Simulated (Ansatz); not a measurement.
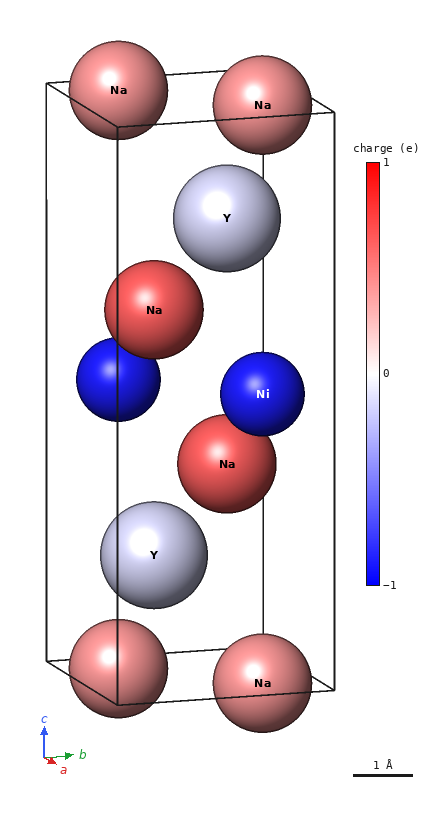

Drawn in the spheres-only manner and seen slightly off an axis. The simulation cell is outlined; an atom on or near a face, edge or corner is repeated at each equivalent position. The atoms of this Na2YNi cell are coloured by their Bader charge.

Run with DFT, PAW plane waves, PBE in Ansatz 0.2.0 and these settings: E_cut = 420 eV, k-point mesh 9×9×4, Gaussian smearing of 0.17 eV, no spin polarisation (a spin-restricted run, not always the ground state). The pressure of the cell is 11 GPa.

Q: Which way does the charge move?

A: Most positive: Na; most negative: Ni. Charges: about Na +0.4 to +0.6 e; Y -0.1 e; Ni -0.9 e.

Shown is a generated cell, made by putting these elements into a known structure type (the compound may or may not exist in this form), as it stood before any relaxation. A calculation with Ansatz used it as input.

At this level of theory the cell isn't at rest (compressed, at 11 GPa and forces up to 2.5 eV/Å), so its distances can differ from those at equilibrium, the more so the softer the solid.
